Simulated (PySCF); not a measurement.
# BCl2 (SMILES Cl[B]Cl) at UM06-2X/STO-6G

Aim: the vertical doublet–quartet gap of BCl2 at UM06-2X/STO-6G, from 2 runs. 

The results are computed with PySCF 2.14.0.

14 further runs of the same task are left out: 2 that didn't finish, 12 set aside as unsound or not needed.

**1. The molecule**

BCl2: 3 atoms, total charge 0, spin state doublet. As SMILES, `Cl[B]Cl`. The shape is that of a PBE0-D4/def2-TZVP optimisation.

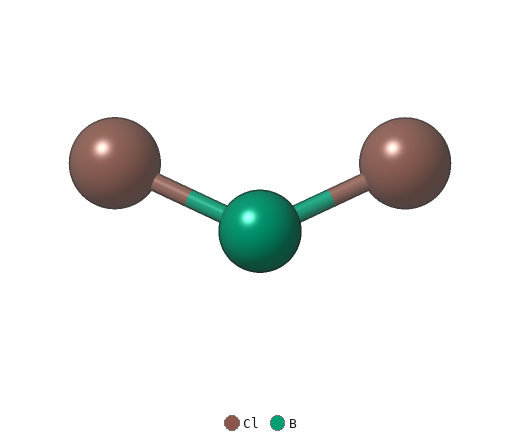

Viewed from a chosen angle; chlorine brown, boron teal.

**2. The energy at UM06-2X/STO-6G**

calc.py reads:

```python
from pyscf import gto, dft

system = gto.M(
    atom='''
Cl       0.371500      -1.525600       0.030000
B       -0.463900      -0.050300      -0.256900
Cl       0.081500       1.511100       0.213700
''',
    verbose=3,
    spin=1,
    charge=0,
    max_memory=1860,
    basis='sto-6g',
)

ks = dft.UKS(system)
ks.xc = 'm06-2x'
ks.conv_tol = 1e-10
ks.grids.level = 5
ks.kernel()
if not ks.converged:
    ks = ks.newton().run(ks.mo_coeff, ks.mo_occ)

energy = ks.e_tot
print('E = %.10f Eh' % energy)
```

Launch:

```bash
$ OMP_NUM_THREADS=1 python calc.py
```

The log of the run:

```text
WARN: HOMO -0.106202130494131 >= LUMO -0.106202130494132

converged SCF energy = -941.937716006915  <S^2> = 0.75461978  2S+1 = 2.0046145
E = -941.9377160069 Eh
```

Wall time 7.8 s (1 thread of AMD EPYC 7R43 (Zen 3), shared host); peak memory 0.22 GiB.

**3. The quartet, same level**

calc.py reads:

```python
from pyscf import gto, dft

system = gto.Mole()
system.atom = [
    ('Cl', (0.371500, -1.525600, 0.030000)),
    ('B', (-0.463900, -0.050300, -0.256900)),
    ('Cl', (0.081500, 1.511100, 0.213700)),
]
system.charge = 0
system.max_memory = 1860
system.basis = 'sto-6g'
system.verbose = 3
system.spin = 3
system.build()

calc0 = dft.UKS(system)
calc0.xc = 'm06-2x'
calc0.grids.level = 5
calc0.conv_tol = 1e-10
calc0.kernel()
if not calc0.converged:
    calc0 = calc0.newton().run(calc0.mo_coeff, calc0.mo_occ)

e_final = calc0.e_tot
print('Final energy', e_final)
```

Launch:

```bash
$ OMP_NUM_THREADS=1 python calc.py
```

The log of the run:

```text
WARN: HOMO 0.0246508147983221 >= LUMO -0.434380235572002

WARN: HOMO -0.0739999371613834 >= LUMO -0.22661346119351

WARN: HOMO -0.0935910177373087 >= LUMO -0.216812353774328

WARN: HOMO -0.0867281266017389 >= LUMO -0.218694690635174

WARN: HOMO -0.0874069784287348 >= LUMO -0.218973896322191

WARN: HOMO -0.0872641402950534 >= LUMO -0.218995725264064

WARN: HOMO -0.0872251790407048 >= LUMO -0.219017802479032

WARN: HOMO -0.0872222957828361 >= LUMO -0.219017412400512

WARN: HOMO -0.0872194132973441 >= LUMO -0.219013977026841

WARN: HOMO -0.087219944272499 >= LUMO -0.21901334460715

WARN: HOMO -0.0872203438754804 >= LUMO -0.219013349688077

WARN: HOMO -0.0872203387323114 >= LUMO -0.219013370340193

converged SCF energy = -941.680813167011  <S^2> = 3.752678  2S+1 = 4.0013388
Final energy -941.6808131670108
```

Wall time 8.7 s (1 thread of AMD EPYC 7R43 (Zen 3), shared host); peak memory 0.22 GiB.

**4. Summary of results**

Level: UM06-2X/STO-6G.

```
                                        quantity          value
                           doublet: total energy  -941.93772 Eh
                          doublet: dipole moment         0.77 D
     doublet: HOMO energy (highest over α and β)       -6.03 eV
      doublet: LUMO energy (lowest over α and β)        1.04 eV
                                   doublet: ⟨S²⟩          0.755
                           quartet: total energy  -941.68081 Eh
                          quartet: dipole moment         0.83 D
     quartet: HOMO energy (highest over α and β)       -2.37 eV
                                   quartet: ⟨S²⟩          3.753
vertical energy of the quartet above the doublet       6.991 eV
```

In words: At this shape the quartet lies 6.99 eV (674 kJ/mol) above the doublet. In a minimal basis such a difference can be off by several eV, whatever the method. Mulliken charges (doublet) run from -0.15 on Cl3 to +0.29 on B2.
